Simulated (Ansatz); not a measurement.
# IF (iodine monofluoride): where methods fail along a bond

The species is IF (2 atoms), meant as a singlet with charge 0. As SMILES, `FI`. The bond length is the measured one.

```xyz
2

F     0.0000    0.0000    0.0000
I     0.0000    0.0000    1.9098
```

The F1–I2 distance is scanned; the parts on either side stay rigid. Basis STO-3G, 19 core orbitals frozen in the correlated methods; program Ansatz 0.2.0. FCI is exact within this basis and core. Energies in eV from each method's value at 1.910 Å; methods without a U are spin-restricted. The shape above is that at 1.910 Å.

| distance (Å) | HF | MP2 | CCSD | BCCD(T) | CCSDT | FCI |
| --- | --- | --- | --- | --- | --- | --- |
| 1.910 | 0.00 | 0.00 | 0.00 | 0.00 | 0.00 | 0.00 |
| 2.387 | 1.84 | 0.97 | 0.27 | 0.27 | 0.27 | 0.27 |
| 2.865 | 4.77 | 2.41 | 1.02 | 1.02 | 1.02 | 1.02 |
| 3.819 | 7.52 | 1.11 | 1.24 | 1.24 | 1.24 | 1.22 |
| 4.774 | 8.16 | -1.77 | 1.23 | 1.23 | 1.23 | 1.22 |

Departure from the FCI curve at its largest: HF +6.94 eV at 4.77 Å; MP2 -2.99 eV at 4.77 Å; CCSD +0.02 eV at 3.82 Å; BCCD(T) +0.02 eV at 3.82 Å; CCSDT +0.02 eV at 3.82 Å. The curve of MP2 turns over, which the reference doesn't. Restricted Hartree–Fock keeps the electrons paired, so it rises far too high as the bond breaks.

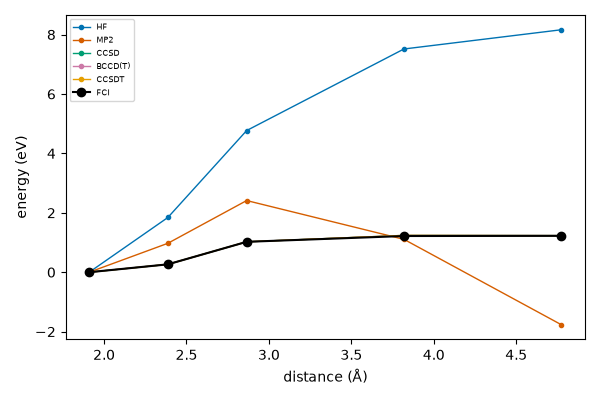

The curves of the table.
